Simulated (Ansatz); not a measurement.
**C3H7AlCl2O: a changed input and its effect**

System: C3H7AlCl2O, SMILES CC(C)[O][Al]([Cl])[Cl].
Method of run A: RKS B2PLYP (frozen core)/def2-TZVPP (Ansatz 0.2.0).

The geometry comes from this level: PBE0-D4/def2-TZVP. Text and figures count atoms from 1; the logs count them from 0 in places.

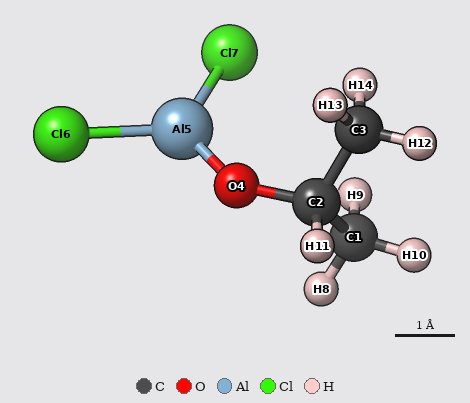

The structure as given in the input (ball-and-stick view, seen at a tilt; atoms are numbered from 1 in the order of the input). Sticks mark near contacts. Bond lengths as drawn: Al–Cl 2.07 to 2.08 Å, Al–O 1.66 Å, C–C 1.52 Å, C–H 1.09 to 1.10 Å and C–O 1.41 Å.

The input, run A:
```yaml
crystal:
  periodic: [false, false, false]
  atoms:
    - {symbol: C, position_ang: [-1.175786, -0.729783, 0.755018]}
    - {symbol: C, position_ang: [0.195082, -0.083834, 0.782853]}
    - {symbol: C, position_ang: [1.249472, -0.942913, 0.113820]}
    - {symbol: O, position_ang: [0.150279, 1.197033, 0.189507]}
    - {symbol: Al, position_ang: [-0.167955, 1.890955, -1.287181]}
    - {symbol: Cl, position_ang: [-0.041497, 3.953555, -1.457508]}
    - {symbol: Cl, position_ang: [-0.687406, 0.779393, -2.971238]}
    - {symbol: H, position_ang: [-1.914343, -0.080295, 1.229263]}
    - {symbol: H, position_ang: [-1.488306, -0.922361, -0.275790]}
    - {symbol: H, position_ang: [-1.165678, -1.682543, 1.289484]}
    - {symbol: H, position_ang: [0.485580, 0.077873, 1.828180]}
    - {symbol: H, position_ang: [1.345974, -1.904457, 0.623385]}
    - {symbol: H, position_ang: [2.220866, -0.444828, 0.138133]}
    - {symbol: H, position_ang: [0.980720, -1.136996, -0.928926]}
basis:
  gaussian: {orbitals: def2-TZVPP}
hamiltonian: {xc: {name: B2PLYP}}
```

Command:
```bash
ansatz run in.yaml --threads 4 --pin off --events-out ev --progress --plain --max-ram 11315MiB
```

Hardware: 4 threads of Arm Neoverse V1, 23 GiB of memory available, shared host.

Output (run A):
```
Functional definition: B2PLYP
  parameter a = 0.53
  parameter c = 0.27
  exchange = (1 - a)*b88_x + a*exact_x
  correlation = (1 - c)*lyp_c + c*(mp2_os + mp2_ss)
2060 factors; integrals over basis functions are off by at most 1.1e-3 eV
mean field evaluation 1: about -36890.1241 eV, gradient 6.1e1 eV
mean field evaluation 2: about -36890.3022 eV, gradient 6.1e1 eV
mean field evaluation 4: about -36897.8043 eV, gradient 1.1e1 eV
mean field evaluation 8: about -36898.0367 eV, gradient 6.7e-1 eV
mean field evaluation 16: about -36898.0376 eV, gradient 1.7e-4 eV
mean field -36898.03760620 eV, -1355.9778716397 hartree, gradient 8.4e-6 eV, S^2 0.000000; 0 other end points of the search recorded, 0 dependent functions left out
19 core orbitals not correlated: weight in the atoms' cores, before any rotation towards them, 1.000 or more for the frozen orbitals, at most 0.000 for the correlated occupied ones
reference -36898.03782191 eV, -1355.9778795668 hartree; 21, 21 occupied and 308, 308 virtual orbitals, 2060 factors
second order -39.59810850 eV of doubles, -0.00000000 eV of singles
Total energy: -36908.72931120 eV, -1356.3707845515 hartree
```

The input of run B differs as follows (lines with − go, lines with + come):
```diff
-  gaussian: {orbitals: def2-TZVPP}
-hamiltonian: {xc: {name: B2PLYP}}
+  gaussian: {orbitals: def2-TZVPD}
+hamiltonian: {xc: {name: SVWN5}}
```

How does run B compare with run A?

The total energies belong to different models, so their difference says nothing on which is more stable or more accurate. The functional changes from B2PLYP to SVWN5. The basis functions go from 348 to 349. On the same kind of shared host run B took about 0.25 times as long.

Output (run B):
```
Functional definition: SVWN5
  exchange = slater_x
  correlation = vwn5_c
1887 factors; their error is unknown
mean field evaluation 1: about -36750.3179 eV, gradient 9.4e1 eV
mean field evaluation 2: about -36625.4345 eV, gradient 2.2e2 eV
mean field evaluation 4: about -36768.8493 eV, gradient 1.7e1 eV
mean field evaluation 8: about -36769.3798 eV, gradient 1.9e-1 eV
mean field evaluation 16: about -36769.3353 eV, gradient 6.6e-4 eV
mean field -36769.33526162 eV, -1351.2481477140 hartree, gradient 3.4e-5 eV, S^2 0.000000; 0 other end points of the search recorded, 0 dependent functions left out
reference -36769.33533449 eV, -1351.2481503918 hartree; 40, 40 occupied and 309, 309 virtual orbitals, 1887 factors
Total energy: -36769.33533449 eV, -1351.2481503918 hartree
```

The two runs side by side:

```csv
quantity,run A,run B
outcome,converged,converged
total energy (hartree),−1356.370785,−1351.248150
basis functions,348,349
wall time (shared host),17 s,4.2 s
```
